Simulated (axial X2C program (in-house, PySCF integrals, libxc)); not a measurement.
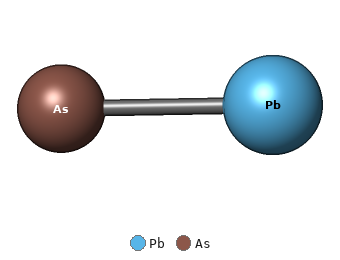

The molecule at the reference distance of 2.546 Å.

# Relativistic diatomic calculation, with input and output: PbAs

PbAs, single determinant with M_S = 1/2 and |Λ| = 1. Level asked for: PBE0, spin-free X2C-1e, Pb dyall-v2z, As dyall-v2z (cores contracted) (axial X2C program (in-house, PySCF integrals, libxc)).

**The input**
```
{"zs": [82, 33], "q": 0, "bas": ["dyall-v2z", "dyall-v2z"], "levels": ["PBE0", "HF", "r2SCAN0", "BLYP"], "cc": false, "r0": 2.65, "npts": 10, "nst": 2, "ntry": 6, "opt": {"maxit": 3}}
```

The line is the task of a batch: nuclear charges, charge, bases, the levels to run, a first guess of the distance and further settings. This report covers PBE0 without spin-orbit coupling. The log is that of the reference distance 2.546 Å, started from orbitals converged before.

Launched within a batch (the task file carries these settings):
```bash
python <driver script> task.json out
```

**The program's output**
```
spin-free X2C-1e  PBE0
basis functions 182  fitting functions 1125  grid points 5800
iter        total energy     max residual
   1     -23146.528249351     1.21e-05
   2     -23146.528249352     5.64e-06
converged
one-electron -32843.58892641  Coulomb 9613.69301764  exact exchange -117.92112099  xc functional -361.14387189  nuclear repulsion 562.43265230
```

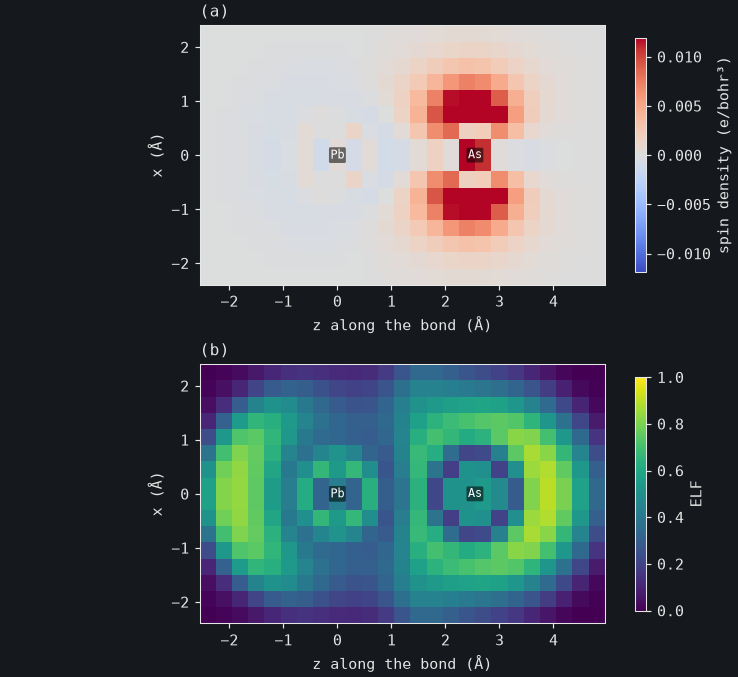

(a) spin density; (b) electron localisation function, in a plane that holds the axis, at 2.55 Å, on points 0.3 Å apart (one half computed, the other mirrored); the structure near the nuclei is finer than these points.

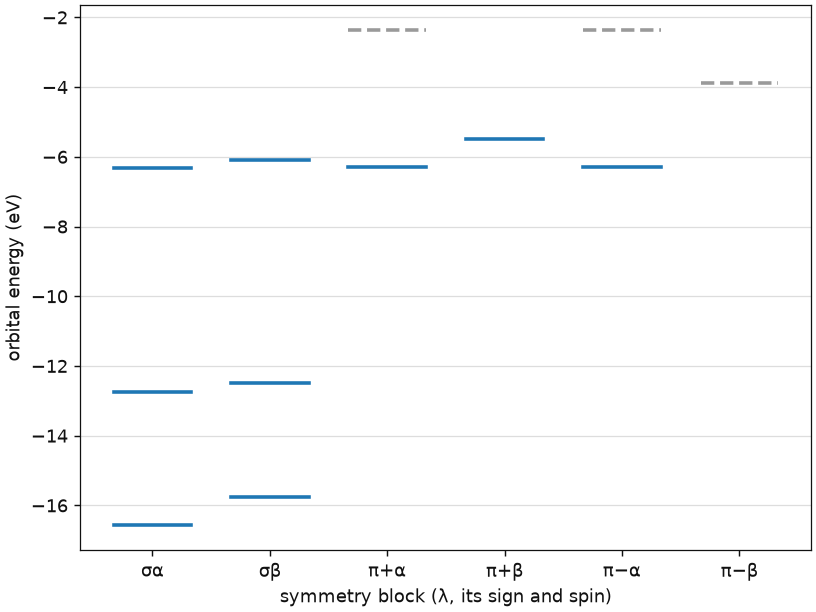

Orbital energies near the frontier at 2.55 Å, filled (solid) and empty (dashed); a label such as π−α means λ = −1 and α spin. The highest filled orbital (π+β; 51 % As p, 47 % Pb p) lies at −5.50 eV, the lowest empty one (π−β; 53 % Pb p, 45 % As p) at −3.89 eV.

**What the run reported**

```tsv
quantity	value
outcome	9 of 10 points not converged
largest ⟨S²⟩ along the curve	0.89
hardware	1 CPU thread, shared host
wall time	8.3 s
```

**What went wrong**

This input holds a deliberate fault: few iterations (maxit = 3.0). 9 of the 10 points of the curve did not converge at the level reported and have no energy. The SCF at the reference distance, whose log is shown, did converge. The curve is incomplete. ⟨S²⟩ reaches 0.89 where a pure state of this multiplicity has 0.75, so the determinant is spin-contaminated.
